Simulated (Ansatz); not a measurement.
**C5H6 (pent-3-en-1-yne) at B3LYP/6-31G(d) (spherical functions)**

Aim: the vertical ionisation energy of C5H6 (pent-3-en-1-yne) at B3LYP/6-31G* (spherical functions), from 2 runs. 

The results are computed with Ansatz 0.2.0.

27 further runs of the same task are left out: 27 set aside as unsound or not needed.

### Step 1. The system as given

C5H6: 11 atoms, total charge 0, spin state singlet. SMILES: `C#C/C=C/C`. Geometry: relaxed at PBE0-D4/def2-TZVP.

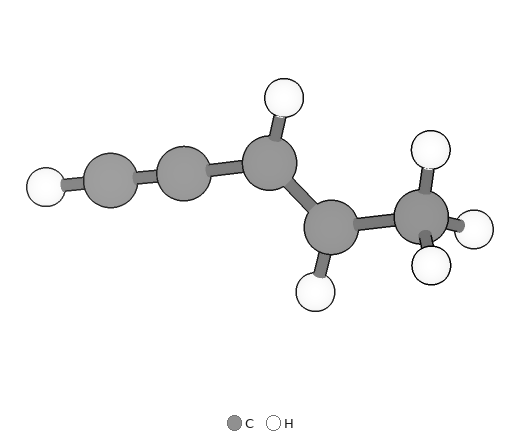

The structure, seen from a chosen angle (carbon grey, hydrogen white).

### Step 2. A single-point energy at B3LYP/6-31G(d) (spherical functions)

File molecule.yaml:

```yaml
basis:
  gaussian:
    orbitals: 6-31G_st_-spherical.json
crystal:
  periodic: [false, false, false]
  atoms:
    - {symbol: C, position_ang: [-1.516600, 1.700600, 2.003600]}
    - {symbol: C, position_ang: [-0.739100, 1.143700, 1.272900]}
    - {symbol: C, position_ang: [0.204200, 0.511000, 0.426200]}
    - {symbol: C, position_ang: [-0.092900, -0.483100, -0.413900]}
    - {symbol: C, position_ang: [0.889700, -1.151100, -1.304600]}
    - {symbol: H, position_ang: [-2.210500, 2.187700, 2.646400]}
    - {symbol: H, position_ang: [1.227200, 0.877200, 0.483800]}
    - {symbol: H, position_ang: [-1.121000, -0.834000, -0.456000]}
    - {symbol: H, position_ang: [1.889700, -0.729500, -1.189400]}
    - {symbol: H, position_ang: [0.593600, -1.055200, -2.354300]}
    - {symbol: H, position_ang: [0.941200, -2.224300, -1.094000]}
hamiltonian:
  xc: {name: B3LYP}
accuracy: high
output: {orbitals: {seedname: orbitals}}
```

The basis set 6-31G* is read from a file made from the Basis Set Exchange's data (not shown).

Started as:

```sh
ansatz run molecule.yaml --threads 1 --pin off --max-ram 3480MiB --events-out events.jsonl --progress --plain --runs-dir runs
```

Standard output:

```text
Warning: RAYON_NUM_THREADS=1 ignored (pool sized by the plan → 1); use --threads N
Functional definition: B3LYP
  name "B3LYP"
  parameter a0 = 0.2
  parameter ax = 0.72
  parameter ac = 0.81
  exchange = (1 - a0 - ax)*slater_x + ax*b88_x + a0*exact_x
  correlation = (1 - ac)*vwn_rpa_c + ac*lyp_c
1953 factors; integrals over basis functions are off by at most 8.3e-9 eV
mean field evaluation 1: about -5273.6843 eV, gradient 4.9e1 eV
mean field evaluation 2: about -5274.3040 eV, gradient 4.7e1 eV
mean field evaluation 4: about -5280.0951 eV, gradient 3.5e0 eV
mean field evaluation 8: about -5280.3706 eV, gradient 5.1e-1 eV
mean field evaluation 16: about -5280.3713 eV, gradient 4.5e-5 eV
mean field -5280.37132684 eV, -194.0500670970 hartree, gradient 5.5e-8 eV, S^2 0.000000; 0 other end points of the search recorded, 0 dependent functions left out
reference -5280.37136379 eV, -194.0500684550 hartree; 18, 18 occupied and 64, 64 virtual orbitals, 1953 factors
Total energy: -5280.37136379 eV, -194.0500684550 hartree
```

Run time: 3.6 s. Hardware: 1 thread of Intel Xeon 6975P-C (Granite Rapids), shared host; peak memory 0.28 GiB.

### Step 3. The doublet cation

File in.yaml:

```yaml
crystal:
  periodic: [false, false, false]
  atoms:
    - {symbol: C, position_ang: [-1.516600, 1.700600, 2.003600]}
    - {symbol: C, position_ang: [-0.739100, 1.143700, 1.272900]}
    - {symbol: C, position_ang: [0.204200, 0.511000, 0.426200]}
    - {symbol: C, position_ang: [-0.092900, -0.483100, -0.413900]}
    - {symbol: C, position_ang: [0.889700, -1.151100, -1.304600]}
    - {symbol: H, position_ang: [-2.210500, 2.187700, 2.646400]}
    - {symbol: H, position_ang: [1.227200, 0.877200, 0.483800]}
    - {symbol: H, position_ang: [-1.121000, -0.834000, -0.456000]}
    - {symbol: H, position_ang: [1.889700, -0.729500, -1.189400]}
    - {symbol: H, position_ang: [0.593600, -1.055200, -2.354300]}
    - {symbol: H, position_ang: [0.941200, -2.224300, -1.094000]}
basis:
  gaussian: {orbitals: 6-31G_st_-spherical.json}
total_charge: 1
magnetization: {spin_polarized: true, initial_magnetization: 1}
hamiltonian: {xc: {name: B3LYP}}
accuracy: high
output: {orbitals: {seedname: orbitals}}
```

The basis set 6-31G* is read from a file made from the Basis Set Exchange's data (not shown).

Started as:

```sh
ansatz run in.yaml --threads 1 --pin off --max-ram 3480MiB --events-out events.jsonl --progress --plain --runs-dir runs
```

Standard output, shortened:

```text
Warning: RAYON_NUM_THREADS=1 ignored (pool sized by the plan → 1); use --threads N
[... 7 set-up lines as earlier in the session ...]
1954 factors; integrals over basis functions are off by at most 8.3e-9 eV
mean field evaluation 1: about -5262.9168 eV, gradient 4.0e1 eV
mean field evaluation 2: about -5261.0355 eV, gradient 4.4e1 eV
mean field evaluation 4: about -5271.4988 eV, gradient 2.2e0 eV
mean field evaluation 8: about -5271.7798 eV, gradient 1.4e-1 eV
mean field evaluation 16: about -5271.7800 eV, gradient 1.1e-3 eV
mean field evaluation 32: about -5271.6409 eV, gradient 1.7e0 eV
mean field -5271.78004609 eV, -193.7343433531 hartree, gradient 7.2e-8 eV, S^2 0.760400; 2 other end points of the search recorded, 0 dependent functions left out
reference -5271.78008187 eV, -193.7343446678 hartree; 18, 17 occupied and 64, 65 virtual orbitals, 1954 factors
Total energy: -5271.78008187 eV, -193.7343446678 hartree
```

It took 6.6 s on 1 thread of Intel Xeon 6975P-C (Granite Rapids), shared host; peak memory 0.37 GiB.

### Step 4. What came out

At B3LYP/6-31G* (spherical functions):

| quantity | value |
| --- | --- |
| singlet C5H6: total energy | -194.05007 Eh |
| singlet C5H6: HOMO energy | -6.23 eV |
| singlet C5H6: LUMO energy | -0.39 eV |
| singlet C5H6: HOMO–LUMO gap | 5.84 eV |
| doublet cation: total energy | -193.73434 Eh |
| doublet cation: HOMO energy (highest over α and β) | -13.43 eV |
| doublet cation: LUMO energy (lowest over α and β) | -10.94 eV |
| doublet cation: ⟨S²⟩ | 0.760 |
| vertical ionisation energy (to the doublet cation) | 8.591 eV |

What this shows: Removing an electron at fixed nuclei costs 8.59 eV (829 kJ/mol). −ε(HOMO) before ionisation, 6.23 eV, is 2.36 eV below this ionisation energy.
